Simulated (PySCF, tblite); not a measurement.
**C₇H₉FSSi: geometry, infrared bands and NMR shifts**

Aim: predict the infrared bands and NMR shifts of C₇H₉FSSi (`CC#C[C@@H]1C[Si@@H](F)CC1=S`).

Programs: tblite 0.8.0 and PySCF 2.14.0, with density-fitted response routines of our own. Each step states its level of theory. These are calculated values for one molecule in the gas phase, unless marked as measured. Atoms are numbered from 0 throughout.

## Step 1: Starting geometry

19 atoms, charge 0, multiplicity 1; geometry from: force field or distance geometry start.

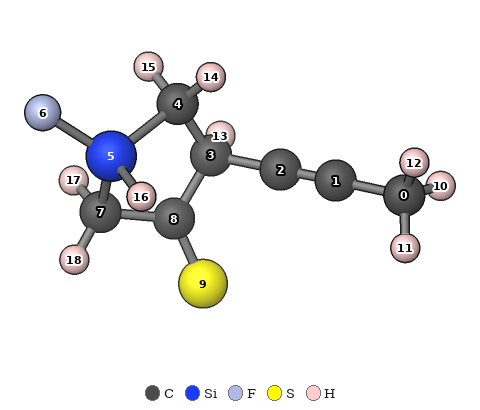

The starting geometry (carbon dark grey, silicon blue, fluorine light blue, sulfur yellow, hydrogen pink), atoms numbered.

## Step 2: Relaxing the molecule with GFN2-xTB

What the job is given:

```
{"job": {"kind": "relax", "xc": "GFN2-xTB", "basis": "xTB"}, "charge": 0, "multiplicity": 1}
C      3.716000     0.203200     0.364000
C      2.293100    -0.092500     0.068800
C      1.149400    -0.351400    -0.153900
C     -0.287200    -0.646900    -0.431800
C     -0.927700     0.544700    -1.031800
Si    -2.042300     1.128400     0.371100
F     -3.405300     1.905300    -0.147400
C     -2.329300    -0.649100     0.934800
C     -0.920600    -1.106600     0.785700
S     -0.291100    -1.927500     1.805800
H      4.323400    -0.545100    -0.155900
H      3.861600     0.197700     1.453900
H      3.962200     1.250200     0.026600
H     -0.250000    -1.501400    -1.150900
H     -0.243800     1.326200    -1.377300
H     -1.622700     0.279800    -1.850800
H     -1.265800     1.836900     1.406400
H     -2.989400    -1.125800     0.159000
H     -2.740100    -0.717100     1.946500
```

The run is started by

```sh
$ OMP_NUM_THREADS=1 python probes_run.py task.json out
```

This one command runs all jobs of the session in turn.

Output:

```text
step      E/eV     max force
  0    -794.95959   11.962
  1    -795.57454    6.414
  2    -795.88624    5.887
  3    -795.98946    3.798
  4    -796.15709    0.596
  5    -796.17612    0.402
  6    -796.20572    0.610
  7    -796.22162    0.424
  8    -796.23305    0.301
  9    -796.23988    0.275
 10    -796.24799    0.334
 11    -796.25616    0.342
 12    -796.26293    0.210
 13    -796.26682    0.123
 14    -796.26931    0.149
 15    -796.27198    0.182
 16    -796.27474    0.152
 17    -796.27686    0.101
 18    -796.27835    0.084
 19    -796.27966    0.098
 20    -796.28104    0.094
 21    -796.28244    0.090
 22    -796.28385    0.094
 23    -796.28540    0.109
 24    -796.28737    0.120
 25    -796.28976    0.142
 26    -796.29211    0.109
 27    -796.29393    0.094
 28    -796.29536    0.091
 29    -796.29665    0.086
 30    -796.29785    0.078
 31    -796.29886    0.086
 32    -796.29975    0.081
 33    -796.30073    0.082
 34    -796.30198    0.095
 35    -796.30336    0.080
 36    -796.30464    0.088
 37    -796.30587    0.082
 38    -796.30731    0.112
 39    -796.30889    0.116
 40    -796.31029    0.100
 41    -796.31128    0.086
 42    -796.31207    0.069
 43    -796.31288    0.082
 44    -796.31363    0.067
 45    -796.31409    0.051
 46    -796.31433    0.041
 47    -796.31453    0.039
 48    -796.31475    0.035
 49    -796.31513    0.030
 50    -796.31531    0.034
 51    -796.31548    0.028
 52    -796.31556    0.020
 53    -796.31564    0.019
 54    -796.31571    0.021
 55    -796.31580    0.024
 56    -796.31588    0.020
 57    -796.31594    0.019
 58    -796.31600    0.024
 59    -796.31611    0.029
 60    -796.31631    0.035
 61    -796.31662    0.050
 62    -796.31700    0.065
 63    -796.31737    0.065
 64    -796.31768    0.048
 65    -796.31796    0.036
 66    -796.31821    0.038
 67    -796.31844    0.041
 68    -796.31868    0.048
 69    -796.31894    0.043
 70    -796.31922    0.037
 71    -796.31944    0.037
 72    -796.31961    0.031
 73    -796.31975    0.034
 74    -796.31990    0.032
 75    -796.32003    0.038
 76    -796.32017    0.033
 77    -796.32030    0.031
 78    -796.32044    0.030
 79    -796.32061    0.038
 80    -796.32078    0.046
 81    -796.32094    0.042
 82    -796.32107    0.022
 83    -796.32116    0.023
 84    -796.32124    0.035
 85    -796.32135    0.034
 86    -796.32161    0.042
 87    -796.32184    0.043
 88    -796.32217    0.036
 89    -796.32251    0.046
 90    -796.32300    0.063
 91    -796.32373    0.104
 92    -796.32472    0.113
 93    -796.32524    0.135
 94    -796.32611    0.220
 95    -796.32745    0.073
 96    -796.32851    0.058
 97    -796.33318    0.139
 98    -796.33526    0.144
 99    -796.33775    0.156
100    -796.33922    0.141
101    -796.34148    0.096
102    -796.33341    0.349
103    -796.34631    0.112
104    -796.34820    0.114
105    -796.35015    0.153
106    -796.35117    0.422
107    -796.35338    0.104
108    -796.35509    0.132
109    -796.35715    0.157
110    -796.35886    0.114
111    -796.36051    0.088
112    -796.36228    0.122
113    -796.36399    0.105
114    -796.36466    0.123
115    -796.36529    0.088
116    -796.36577    0.064
117    -796.36626    0.058
118    -796.36668    0.054
119    -796.36712    0.057
120    -796.36753    0.047
121    -796.36799    0.064
122    -796.36848    0.070
123    -796.36908    0.055
124    -796.36987    0.077
125    -796.37095    0.098
126    -796.37253    0.120
127    -796.37454    0.121
128    -796.37670    0.167
129    -796.37766    0.163
130    -796.37997    0.231
131    -796.38136    0.101
132    -796.38244    0.063
133    -796.38363    0.097
134    -796.38424    0.118
135    -796.38561    0.076
136    -796.38732    0.120
137    -796.38857    0.126
138    -796.38993    0.153
139    -796.39111    0.107
140    -796.39205    0.109
141    -796.39310    0.066
142    -796.39392    0.051
143    -796.39444    0.052
144    -796.39494    0.051
145    -796.39540    0.045
146    -796.39590    0.043
147    -796.39628    0.116
148    -796.39664    0.050
149    -796.39689    0.035
150    -796.39709    0.032
151    -796.39729    0.028
152    -796.39758    0.040
153    -796.39786    0.046
154    -796.39818    0.037
155    -796.39848    0.039
156    -796.39880    0.044
157    -796.39913    0.039
158    -796.39949    0.044
159    -796.39990    0.049
160    -796.40033    0.052
161    -796.40067    0.041
162    -796.40091    0.033
163    -796.40111    0.038
164    -796.40133    0.033
165    -796.40159    0.043
166    -796.40181    0.040
167    -796.40196    0.025
168    -796.40203    0.017
169    -796.40210    0.016
170    -796.40217    0.019
171    -796.40225    0.022
172    -796.40231    0.024
173    -796.40236    0.020
174    -796.40241    0.015
175    -796.40245    0.013
176    -796.40248    0.012
177    -796.40251    0.006
```

It took 3.2 s on 1 thread of Arm Neoverse N1, shared host; peak memory 0.18 GiB.

Step by step: (not every step is listed)

| step | energy from step 0 (eV) | largest force (eV/Å) |
| --- | --- | --- |
| 0 | 0.0000 | 11.9618 |
| 1 | -0.6149 | 6.4142 |
| 2 | -0.9266 | 5.8874 |
| 3 | -1.0299 | 3.7983 |
| 4 | -1.1975 | 0.5957 |
| 5 | -1.2165 | 0.4023 |
| 6 | -1.2461 | 0.6103 |
| 7 | -1.2620 | 0.4242 |
| 8 | -1.2735 | 0.3013 |
| 24 | -1.3278 | 0.1196 |
| 40 | -1.3507 | 0.0996 |
| 56 | -1.3563 | 0.0198 |
| 72 | -1.3600 | 0.0307 |
| 88 | -1.3626 | 0.0365 |
| 104 | -1.3886 | 0.1142 |
| 120 | -1.4079 | 0.0470 |
| 136 | -1.4277 | 0.1198 |
| 152 | -1.4380 | 0.0404 |
| 168 | -1.4424 | 0.0171 |
| 172 | -1.4427 | 0.0241 |
| 173 | -1.4428 | 0.0199 |
| 174 | -1.4428 | 0.0150 |
| 175 | -1.4429 | 0.0128 |
| 176 | -1.4429 | 0.0116 |
| 177 | -1.4429 | 0.0064 |

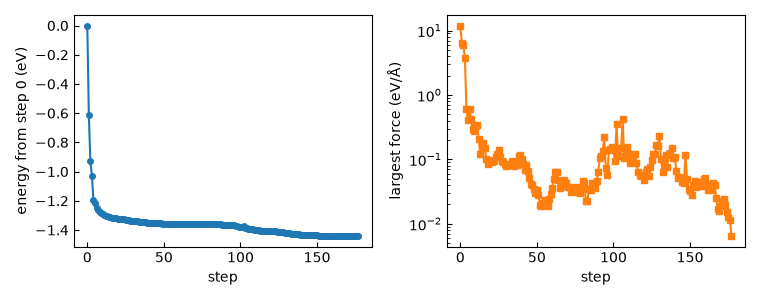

Energy and force, step by step.

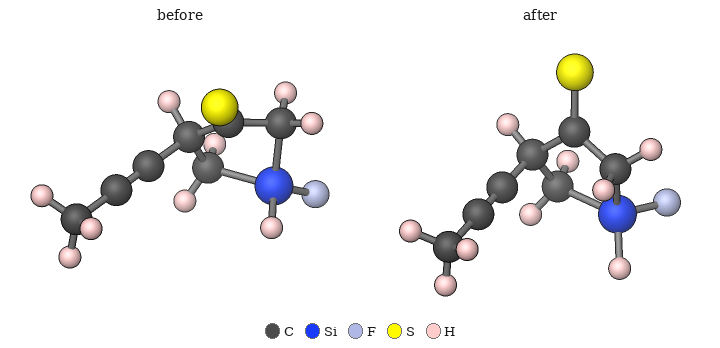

The geometry before (left) and after (right).

Distances of close pairs at the start and the end, largest changes first:

| bond | before (Å) | after (Å) | change (Å) |
| --- | --- | --- | --- |
| C8–S9 | 1.453 | 1.619 | +0.167 |
| C3–C4 | 1.480 | 1.543 | +0.063 |
| C3–C8 | 1.447 | 1.508 | +0.061 |
| C2–C3 | 1.493 | 1.455 | -0.038 |
| C0–H12 | 1.127 | 1.090 | -0.038 |
| C0–C1 | 1.483 | 1.446 | -0.037 |
| Si5–F6 | 1.652 | 1.616 | -0.037 |
| C7–H17 | 1.125 | 1.089 | -0.036 |

The end geometry stands in the next job.

## Step 3: Harmonic vibrations with GFN2-xTB

What the job is given:

```
{"job": {"kind": "ir", "xc": "GFN2-xTB", "basis": "xTB"}, "charge": 0, "multiplicity": 1}
C      3.343697     0.317356     0.798468
C      2.067073    -0.067290     0.238792
C      1.018148    -0.383824    -0.247949
C     -0.271705    -0.770176    -0.799324
C     -1.036767     0.470860    -1.303933
Si    -1.857743     1.195102     0.248580
F     -3.435939     1.429867    -0.006371
C     -1.572191    -0.372141     1.294858
C     -1.067914    -1.384708     0.324522
S     -1.369170    -2.972312     0.430083
H      4.137580    -0.293707     0.370273
H      3.333936     0.175966     1.878972
H      3.547275     1.365416     0.580413
H     -0.110958    -1.500561    -1.598670
H     -0.355645     1.140059    -1.825992
H     -1.795019     0.156014    -2.023408
H     -1.365049     2.445463     0.792114
H     -2.433587    -0.754133     1.840898
H     -0.785825    -0.187999     2.030540
```

Output:

```text
mode    cm-1     km/mol
  1     -28.7      0.02
  2      36.2      0.55
  3      42.3      1.92
  4      76.5      0.90
  5     131.0      3.97
  6     176.0     13.92
  7     199.5      4.52
  8     238.3      2.18
  9     257.6      7.41
 10     297.6      2.28
 11     310.1      1.47
 12     350.0     15.64
 13     411.7      1.39
 14     495.8      2.92
 15     554.3      8.21
 16     565.2     97.24
 17     628.8    106.85
 18     688.9     13.36
 19     728.0      9.57
 20     748.1     69.40
 21     772.5     94.34
 22     816.9     13.54
 23     827.8    188.94
 24     857.6    148.08
 25    1002.5      3.16
 26    1022.3      4.37
 27    1024.7      6.63
 28    1040.5     17.81
 29    1088.2     37.00
 30    1132.8     25.18
 31    1152.5     81.58
 32    1187.8     13.87
 33    1195.4     22.25
 34    1239.4     12.24
 35    1278.2      9.65
 36    1311.2    121.13
 37    1390.5      3.67
 38    1421.6     14.29
 39    1453.9      4.90
 40    1455.0      5.53
 41    1459.9      6.81
 42    2380.5    277.87
 43    2407.2     12.03
 44    2937.8     20.99
 45    2954.9      7.17
 46    2978.9     26.42
 47    3003.6     20.26
 48    3005.7     19.69
 49    3010.2      3.54
 50    3013.0     25.49
 51    3017.2     20.19
```

Wall time 1.8 s (1 thread of Arm Neoverse N1, shared host); peak memory 0.18 GiB.

The strongest bands and the atoms that carry them (share of the mass-weighted mode):

| cm⁻¹ | km/mol | atoms |
| --- | --- | --- |
| 565 | 97.2 | H16 84 % |
| 629 | 106.8 | H16 72 % |
| 772 | 94.3 | C7 27 %, Si5 23 %, C4 15 % |
| 828 | 188.9 | Si5 31 %, F6 27 %, C7 16 %, C3 12 % |
| 858 | 148.1 | C3 19 %, Si5 16 %, H14 15 %, C7 13 % |
| 1152 | 81.6 | C3 23 %, C8 20 %, H15 19 %, C7 11 % |
| 1311 | 121.1 | C8 44 %, H13 20 %, C3 12 % |
| 2380 | 277.9 | H16 97 % |

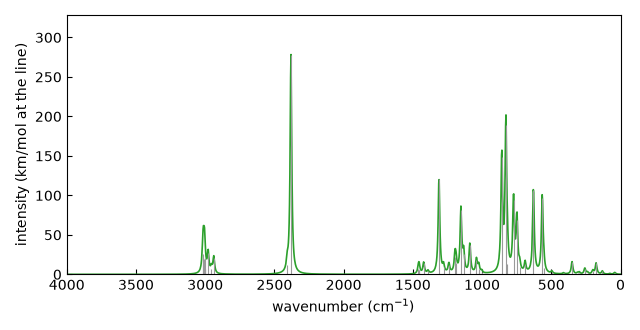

The infrared spectrum from these modes, unscaled. Lines are broadened to a width of 14 cm⁻¹ (Lorentzian).

## Step 4: Shielding tensors: PBE0/pcSseg-1

Settings changed since step 3:

```diff
@@ -1,2 +1,2 @@
-{"job": {"kind": "ir", "xc": "GFN2-xTB", "basis": "xTB"}, "charge": 0, "multiplicity": 1}
+{"job": {"kind": "nmr", "xc": "PBE0", "basis": "pcSseg-1"}, "charge": 0, "multiplicity": 1}
 C      3.343697     0.317356     0.798468
```

Level: GIAO PBE0/pcSseg-1 NMR shielding, non-relativistic, gas phase.

Output:

```text
coarse grid: 17520 points
cycle   1  E = -1058.7557444851  dE =  1.414e+00  |g| = 6.936e-01  |ddm| = 4.614e+00
cycle   2  E = -1058.6627424455  dE =  9.300e-02  |g| = 1.019e+00  |ddm| = 1.632e+00
cycle   3  E = -1058.8479532215  dE = -1.852e-01  |g| = 2.076e-01  |ddm| = 1.047e+00
cycle   4  E = -1058.8575112138  dE = -9.558e-03  |g| = 8.496e-02  |ddm| = 3.129e-01
cycle   5  E = -1058.8592023949  dE = -1.691e-03  |g| = 2.911e-02  |ddm| = 1.040e-01
cycle   6  E = -1058.8593699062  dE = -1.675e-04  |g| = 7.937e-03  |ddm| = 2.826e-02
cycle   7  E = -1058.8593831278  dE = -1.322e-05  |g| = 3.518e-03  |ddm| = 1.008e-02
cycle   8  E = -1058.8593858850  dE = -2.757e-06  |g| = 6.237e-04  |ddm| = 3.513e-03
final grid: 162080 points
cycle   9  E = -1058.9275464803  dE = -3.543e-05  |g| = 1.027e-02  |ddm| = 5.165e-02
cycle  10  E = -1058.9274798225  dE =  6.666e-05  |g| = 1.863e-02  |ddm| = 3.132e-02
cycle  11  E = -1058.9275711265  dE = -9.130e-05  |g| = 3.517e-03  |ddm| = 2.345e-02
cycle  12  E = -1058.9275741729  dE = -3.046e-06  |g| = 6.154e-04  |ddm| = 3.477e-03
cycle  13  E = -1058.9275742466  dE = -7.378e-08  |g| = 2.843e-04  |ddm| = 7.074e-04
cycle  14  E = -1058.9275742652  dE = -1.857e-08  |g| = 5.063e-05  |ddm| = 2.563e-04
cycle  15  E = -1058.9275742658  dE = -5.746e-10  |g| = 1.778e-05  |ddm| = 7.288e-05
converged SCF energy = -1058.9275742658

GIAO shielding tensors (ppm)
atom      isotropic    diamagn.    paramagn.     s11        s22        s33       span
  0 C      182.174     254.276     -72.102    174.685    175.190    196.647     21.962
  1 C       96.148     269.564    -173.416     15.188     27.159    246.096    230.908
  2 C       99.201     268.272    -169.070      4.925     17.191    275.487    270.562
  3 C      132.539     245.073    -112.534    114.533    122.419    160.665     46.132
  4 C      158.985     253.669     -94.684    137.913    156.232    182.812     44.899
  5 Si     317.666     875.682    -558.016    280.158    313.222    359.618     79.459
  6 F      371.785     463.020     -91.236    360.840    366.439    388.075     27.235
  7 C      144.909     255.414    -110.504    123.412    136.879    174.436     51.025
  8 C      -89.669     261.155    -350.824   -255.598   -135.732    122.323    377.921
  9 S     -490.290    1057.010   -1547.300  -1707.911   -346.759    583.800   2291.711
 10 H       29.694      27.221       2.473     24.343     27.700     37.039     12.697
 11 H       29.804      30.107      -0.303     24.467     28.360     36.585     12.119
 12 H       29.730      29.957      -0.227     24.491     28.275     36.425     11.935
 13 H       27.522      31.763      -4.241     25.130     25.783     31.654      6.524
 14 H       29.966      31.123      -1.157     26.230     28.714     34.956      8.726
 15 H       30.171      30.394      -0.223     25.707     27.959     36.848     11.141
 16 H       25.912      28.684      -2.772     22.202     25.067     30.465      8.263
 17 H       28.696      29.854      -1.158     25.092     28.568     32.430      7.338
 18 H       28.493      31.059      -2.565     24.957     27.717     32.805      7.848
```

Run time: 2.2 min. Hardware: 1 thread of Arm Neoverse N1, shared host; peak memory 1.1 GiB.

Shifts follow as δ = σ(reference) − σ, with reference shieldings (ppm) from runs at the same level and on the same kind of geometry: 1H TMS 31.72, 13C TMS 186.9, 29Si TMS 349.2, 19F CFCl3 170.9, 33S CS2 504. The references are single molecules in the gas phase, so shifts against H2O, NH3, PH3, H3PO4 or CFCl3 are not on the usual liquid scales and can be off by tens of ppm. Atoms listed in one row are averaged.

| atoms | environment | σ (ppm) | δ (ppm) | δ scaled to CDCl3 |
| --- | --- | --- | --- | --- |
| C8 | thiocarbonyl carbon | -89.7 | 276.6 | 263.6 |
| C1 | alkyne carbon | 96.1 | 90.8 | 86.7 |
| C2 | alkyne carbon | 99.2 | 87.7 | 83.7 |
| C3 | propargylic sp3 CH | 132.5 | 54.4 | 51.2 |
| C7 | sp3 CH2 bonded to Si | 144.9 | 42.0 | 39.1 |
| C4 | sp3 CH2 bonded to Si | 159.0 | 27.9 | 25.4 |
| C0 | propargylic methyl carbon | 182.2 | 4.8 | 2.7 |
| H16 | hydrogen on a silicon bonded to 2 C, F, in a 5-membered ring | 25.91 | 5.81 | – |
| H13 | hydrogen on a propargylic sp3 CH | 27.52 | 4.19 | 4.06 |
| H18 | hydrogen on an sp3 CH2 bonded to Si | 28.49 | 3.22 | 3.14 |
| H17 | hydrogen on an sp3 CH2 bonded to Si | 28.70 | 3.02 | 2.95 |
| H10, H11, H12 | hydrogen on a propargylic methyl carbon | 29.74 | 1.97 | 1.97 |
| H14 | hydrogen on an sp3 CH2 bonded to Si | 29.97 | 1.75 | 1.76 |
| H15 | hydrogen on an sp3 CH2 bonded to Si | 30.17 | 1.55 | 1.56 |
| Si5 | silicon bonded to 2 C, F, H, in a 5-membered ring | 317.7 | 31.5 | – |
| F6 | fluorine bonded to Si | 371.8 | -200.8 | – |
| S9 | thione sulfur | -490 | 994 | – |

The scaled column applies a straight-line fit of computed shieldings to shifts measured in CDCl3, with any fitted terms for Cl, Br or S neighbours, and one for carbons that bear F (root-mean-square error 0.16 ppm for H, 1.9 ppm for C).

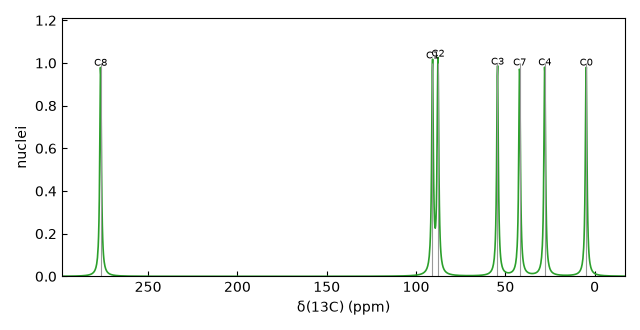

13C lines at the computed shifts, without couplings. Lines are broadened to a width of 1 ppm (Lorentzian).

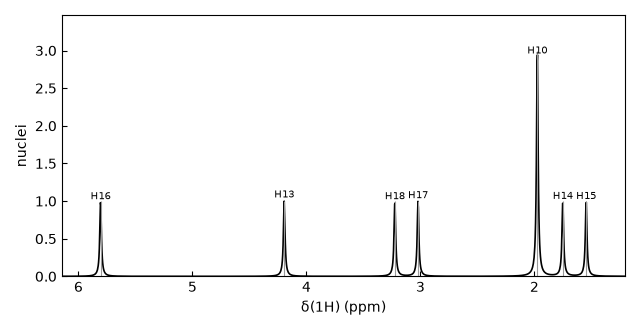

1H lines at the computed shifts, without couplings. Lines are broadened to a width of 0.02 ppm (Lorentzian).

The run also stored atomic charges by several schemes (e):

| atoms | Mulliken | IAO | Hirshfeld | ESP fit |
| --- | --- | --- | --- | --- |
| C0 | -0.18 | -0.44 | -0.10 | -0.57 |
| C1 | -0.38 | -0.04 | -0.04 | 0.22 |
| C2 | 0.15 | -0.09 | -0.06 | -0.44 |
| C3 | -0.23 | -0.13 | -0.02 | 0.38 |
| C4 | -0.46 | -0.57 | -0.16 | -0.39 |
| Si5 | 1.09 | 1.22 | 0.46 | 0.70 |
| F6 | -0.42 | -0.53 | -0.21 | -0.31 |
| C7 | -0.42 | -0.59 | -0.17 | -0.27 |
| C8 | -0.28 | -0.02 | 0.05 | 0.00 |
| S9 | -0.03 | -0.07 | -0.12 | -0.20 |

Mulliken charges:

C0 -0.18; C1 -0.38; C2 0.15; C3 -0.23; C4 -0.46; Si5 1.09; F6 -0.42; C7 -0.42; C8 -0.28; S9 -0.03; H10 0.15; H11 0.15; H12 0.15; H13 0.15; H14 0.15; H15 0.16; H16 -0.11; H17 0.17; H18 0.19

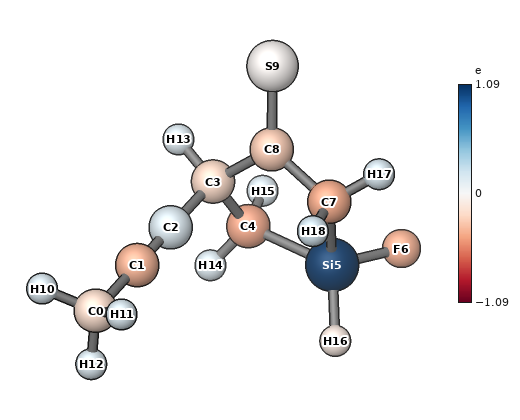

Mulliken charges, as colours on the atoms.

Mayer bond orders: C0–C1 1.23, C1–C2 2.65, C2–C3 0.94, C3–C4 0.99, C4–Si5 0.90, Si5–F6 0.95, Si5–C7 0.86, C7–C8 0.99, C8–S9 1.94, C8–C3 0.94.

Ring of atoms C3, C4, Si5, C7, C8: NICS(0) 0.8, NICS(1) -2.4, NICS(1)zz -1.8 ppm (means of both faces; NICS(1) differs between them: -3.6 and -1.3).

The fields below are evaluated on a grid from the run's orbitals.

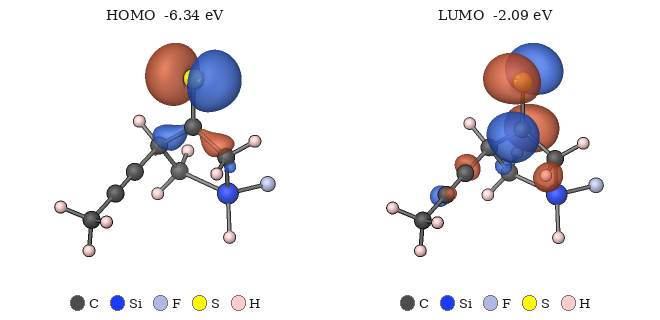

Frontier orbitals at PBE0/pcSseg-1; each surface holds 70 % of the orbital's density, blue and red mark the sign.

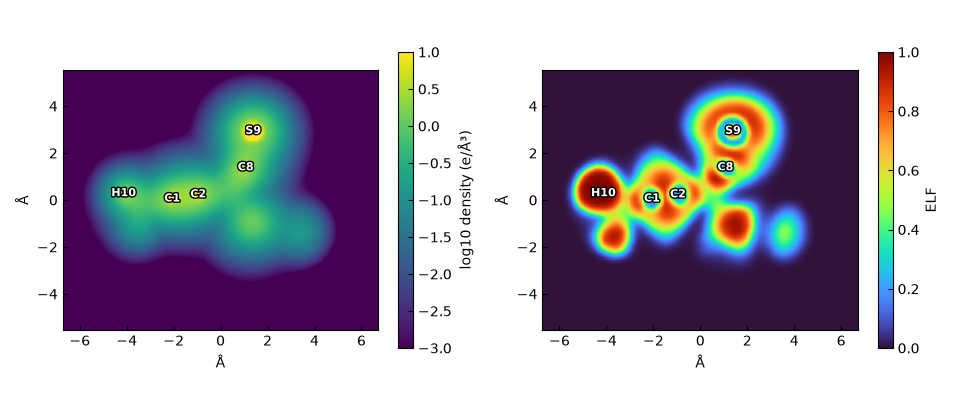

Density (left) and ELF (right) in a plane through or near 5 of the atoms.

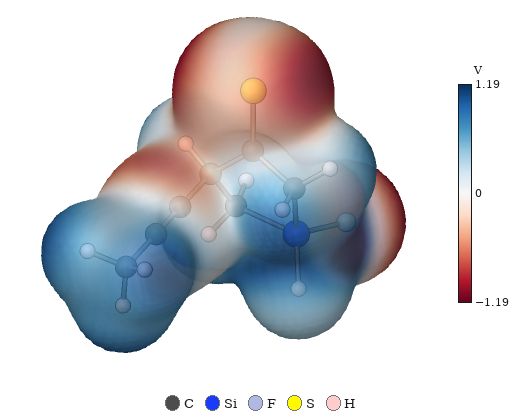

Electrostatic potential on the surface of density 0.002 e/bohr³; red is low, blue high. It runs from -1.06 V near S9 to 1.19 V near H16.

## Step 5: Results

| quantity | value |
| --- | --- |
| strongest single infrared mode (GFN2-xTB) | 2380 cm⁻¹, 278 km/mol |
| zero-point energy (GFN2-xTB) | 85.5 kcal/mol |
| 13C shifts against TMS (PBE0/pcSseg-1) | 276.6, 90.8, 87.7, 54.4, 42.0, 27.9, 4.8 ppm |
| 1H shifts against TMS (PBE0/pcSseg-1, means over atoms taken as alike) | 5.81, 4.19, 3.22, 3.02, 1.97, 1.75, 1.55 ppm |
| 29Si shifts against TMS (PBE0/pcSseg-1) | 31.5 ppm |
| 19F shifts against CFCl3 (PBE0/pcSseg-1) | -200.8 ppm |
| 33S shifts against CS2 (PBE0/pcSseg-1) | 994 ppm |
| surface potential, least and greatest | -1.06 V and 1.19 V |

In words: Relaxing lowered the energy by 1.443 eV in 177 steps; the close pair that moved most is C8–S9, from 1.453 to 1.619 Å. The lowest mode is imaginary (29i cm⁻¹), so the xTB geometry is not a minimum. The strongest single mode, at 2380 cm⁻¹, moves mainly H16. Unscaled tight-binding wavenumbers are off by several per cent, some by more. Its intensities can rank the bands wrongly. C8 (thiocarbonyl carbon) lies farthest downfield among carbon, at 276.6 ppm; low-lying n→π* states of the double bond to the heteroatom give a large paramagnetic term (-351 ppm). At PBE0/pcSseg-1: The largest span, 2292 ppm, is at S9, where the paramagnetic term is -1547 ppm. At PBE0/pcSseg-1, counted by nearest atom on the grid, the HOMO lies on S9 79 %, the LUMO on C8 40 %; S9 39 %.
